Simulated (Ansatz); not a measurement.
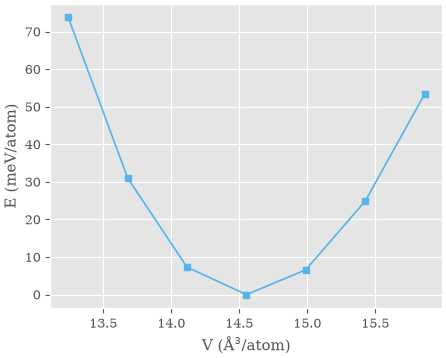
Figure. BaHfO$_{3}$ (cubic perovskite, Pm-3m) under volume change, plane-wave PAW HSE06 (Ansatz code), scaled uniformly.

**Question.** What does a third-order Birch–Murnaghan fit give for V₀, B₀ and B′?

**Answer.** V₀ = 14.55 Å³/atom, B₀ = 170 GPa, B′ = 4.4.

The cell was relaxed with HSE06 under the symmetry of its start. No spin polarisation was allowed. Spin–orbit coupling is left out wherever it is not named.

Potentials: the later of the program's two PAW sets.
